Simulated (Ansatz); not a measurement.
Consider Ga4AsP3.

Input

```
crystal:
  lattice:
    - [3.934294, 0.0, 0.0]
    - [0.0, 3.934958, 5.564202]
    - [0.0, -3.934958, 5.564202]
  atoms:
    - { symbol: Ga, position: [0.0, 0.995069, 0.995069] }
    - { symbol: Ga, position: [0.5, 0.507261, 0.997126] }
    - { symbol: Ga, position: [0.5, 0.997126, 0.507261] }
    - { symbol: Ga, position: [0.0, 0.500293, 0.500293] }
    - { symbol: P, position: [0.0, 0.624873, 0.125141] }
    - { symbol: P, position: [0.0, 0.125141, 0.624873] }
    - { symbol: P, position: [0.5, 0.625048, 0.625048] }
    - { symbol: As, position: [0.5, 0.125189, 0.125189] }
basis:
  ecutwfc: 420
kpoints:
  mp_grid: { grid: [8, 4, 4] }
hamiltonian:
  xc: pbe
scf:
  occupations: { method: gaussian, width: 0.02 }
output:
  forces: true
  stress: true
  eigenvalues: true
  write_density: true
  write_potential: true
  elf: true
  volumetric_format: npy
relax:
  adjacent_minimum: "off"
  f_tol: 0.01
  max_steps: 80
  cell: { stress_tol: 0.05 }
```

Launched as:

```sh
ansatz run input.yaml --threads 4 --pin off --max-ram 8192MiB --backend cpu --events-out ev --progress --plain --runs-dir out
```

Below, planes, directions and counts refer to the conventional cell (a = 3.93 Å, b = 7.87 Å, c = 11.13 Å, α = 90.00°, β = 90.00°, γ = 90.00°).

Space group Amm2; a structure generated by program, which may or may not match a known phase.

Theory: DFT PBE, scalar-relativistic, plane waves, PAW in Ansatz.

> Predict the valence pseudo-density and electron localisation function between the atoms.

Ga–P (2.41 Å): ρ at the midpoint is about 0.51 e/Å³; the ELF peaks at about 0.90 in the valence shell of P, 0.9 Å from its nucleus, and is about 0.75 at the midpoint.
Ga–As (2.44 Å): ρ is about 0.5 e/Å³ halfway; the ELF peaks at about 0.80 between the atoms (localised, covalent bonding).

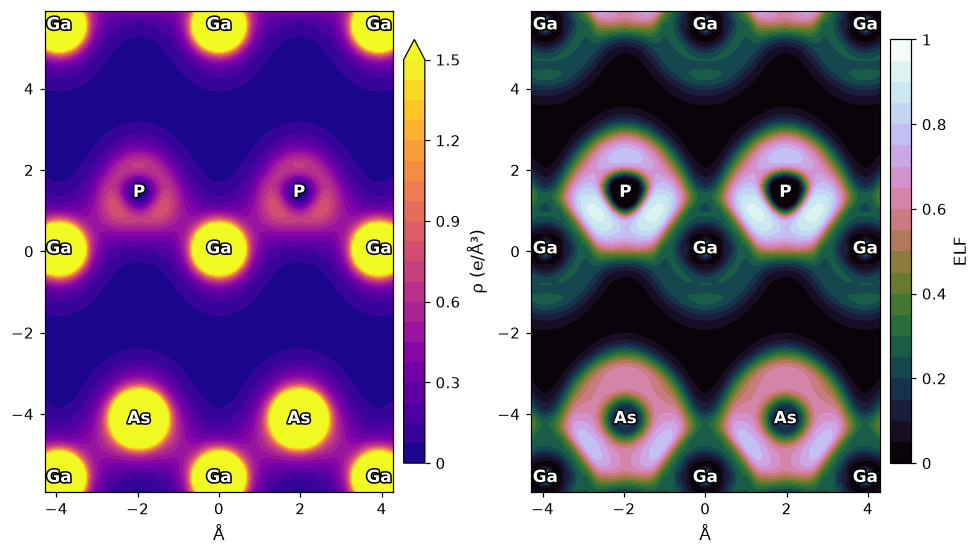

Computed valence pseudo-density and electron localisation function on the (010) plane of the conventional cell, in this order. 

Core electrons are frozen (PAW), and the valence fields are smoothed inside the atomic spheres.
